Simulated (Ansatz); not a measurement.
Redistribution: CHBr2I + CHCl2F → CH2BrI + CBrCl2F

Gas-phase species: CHBr2I (dibromoiodomethane) `BrC(Br)I`, singlet; CHCl2F (dichlorofluoromethane) `FC(Cl)Cl`, singlet; CH2BrI (bromoiodomethane) `BrCI`, singlet; CBrCl2F (bromodichlorofluoromethane) `FC(Cl)(Cl)Br`, singlet. The partners trade Br for H; both sit on C, so the bond types are kept.

Shapes, held fixed at every level: PBE0-D4/def2-TZVP. Programs: Ansatz 0.2.0. The zero-point and thermal change to 298 K, harmonic and unscaled (PBE0-D4/def2-TZVP), is -2.4 kJ/mol.

```json
{"level": "SPW92/def2-TZVPP", "kind": "LDA", "ΔH(298 K) (kJ/mol)": "-3.4", "less CCSD(T)/def2-TZVPP": "-7.2"}
{"level": "PBE-D4/def2-TZVPP", "kind": "GGA", "ΔH(298 K) (kJ/mol)": "+0.1", "less CCSD(T)/def2-TZVPP": "-3.7"}
{"level": "r2SCAN-D4/def2-TZVPP", "kind": "meta-GGA", "ΔH(298 K) (kJ/mol)": "-2.2", "less CCSD(T)/def2-TZVPP": "-6.0"}
{"level": "r2SCAN0-D4/def2-TZVPP", "kind": "global hybrid", "ΔH(298 K) (kJ/mol)": "-0.4", "less CCSD(T)/def2-TZVPP": "-4.2"}
{"level": "wB97X-V/def2-TZVPP", "kind": "range-separated hybrid", "ΔH(298 K) (kJ/mol)": "+0.3", "less CCSD(T)/def2-TZVPP": "-3.5"}
{"level": "CCSD(T)/def2-SVP", "kind": "coupled cluster or CI", "ΔH(298 K) (kJ/mol)": "-2.2", "less CCSD(T)/def2-TZVPP": "-6.0"}
{"level": "CCSD/def2-SVP", "kind": "coupled cluster or CI", "ΔH(298 K) (kJ/mol)": "-1.0", "less CCSD(T)/def2-TZVPP": "-4.8"}
{"level": "CCSD(T)/def2-TZVPP", "kind": "coupled cluster or CI", "ΔH(298 K) (kJ/mol)": "+3.8", "less CCSD(T)/def2-TZVPP": "0.0"}
```

The highest level, CCSD(T)/def2-TZVPP, gives ΔH(298 K) = +3.8 kJ/mol; the levels span -3.4 to +3.8. That is about zero within the method's error. They disagree on the sign: 3 of 8 are positive. The column of differences is taken from that level and isn't an error. No measured value is set beside it here. For atoms past krypton def2 sets carry core potentials with scalar relativity. Relativity is left out for Br. Outer-core shells of Br, I are correlated, in sets that cover them unevenly. CCSD(T)/def2-TZVPP lies outside the range of the other correlated levels here, so it shouldn't be taken on trust.

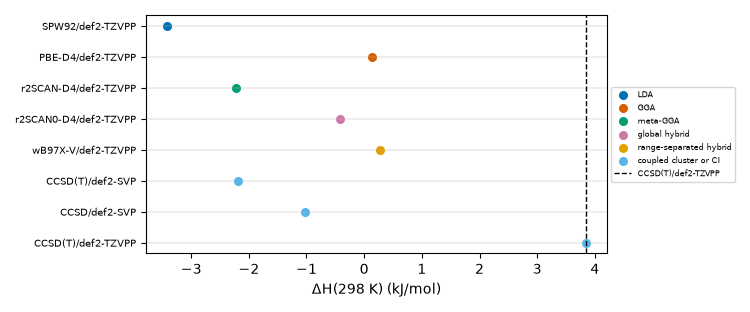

The values of the table, level by level.
